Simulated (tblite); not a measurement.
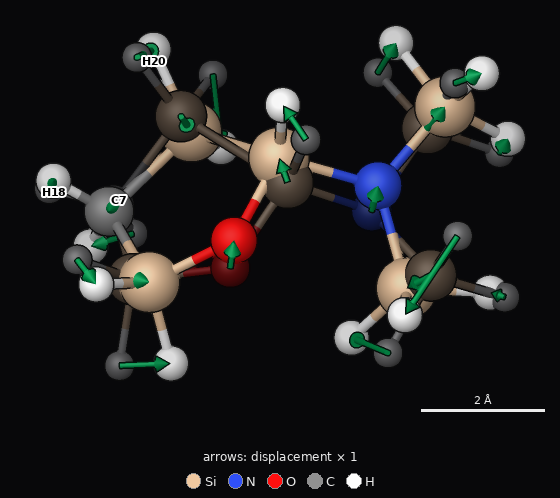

This is a relaxation of CH13NOSi5. The starting structure is drawn faded, the final one solid; green arrows show the displacements, at their true length. The two geometries are superimposed by the best rigid fit.

A ball-and-stick model, seen at a tilt.

Method: GFN2-xTB geometry optimisation, gas phase (tblite 0.8.0). 

**Describe the change and its energy.**

The largest move after the best rigid fit is that of an H atom, 1.62 Å. By element the largest moves are H 1.62 Å, Si 0.63 Å, N 0.58 Å, O 0.53 Å, C 0.36 Å. Some distances before and after: Si–Si 2.744 → 3.074 Å, Si–Si 2.415 → 2.299 Å, O–Si 1.698 → 1.640 Å, N–Si 1.677 → 1.734 Å. Among the angles between lasting bonds that change: Si–N–Si 108.9° → 124.2°, Si–Si–H 112.5° → 122.2°, O–Si–H 111.3° → 102.6°. Groups turn about C–Si by about 45°, C–Si by about 40°, Si–Si by about 30°. Over 192 geometry steps the energy falls by 0.950 eV.
